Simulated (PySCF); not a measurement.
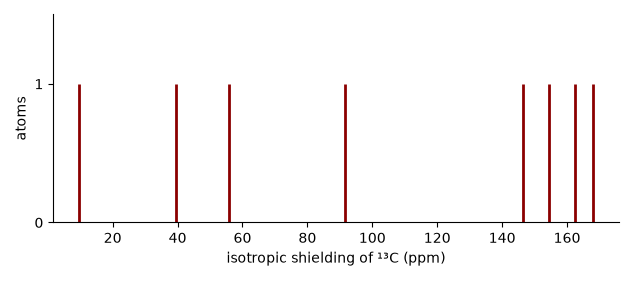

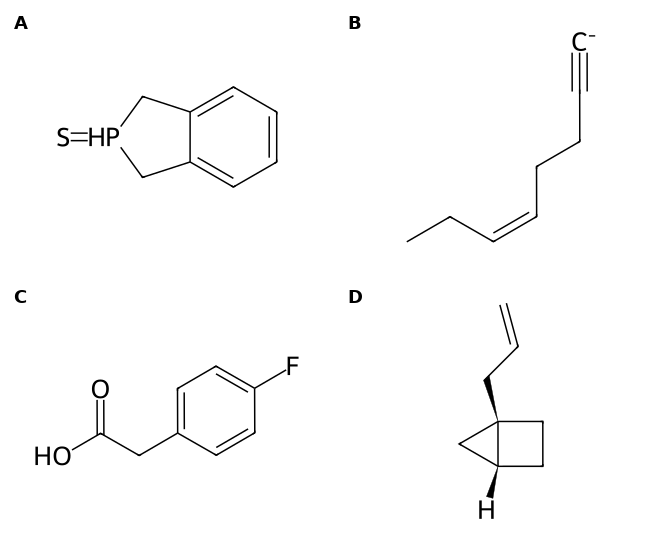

The sticks are computed shieldings of one of the molecules, for one fixed geometry (GFN2-xTB) without averaging over rotations. Low shielding means a high chemical shift. Method: GIAO PBE0/pcSseg-1 NMR shielding, non-relativistic, gas phase (PySCF 2.14.0).

Question: Match the spectrum to a structure.

Answer: B, `[C-]#CCC/C=C\CC`. Its 8 C atoms give lines at 9.6, 39.4, 55.9, 91.5, 146.4, 154.5, 162.6, 168.0 ppm.
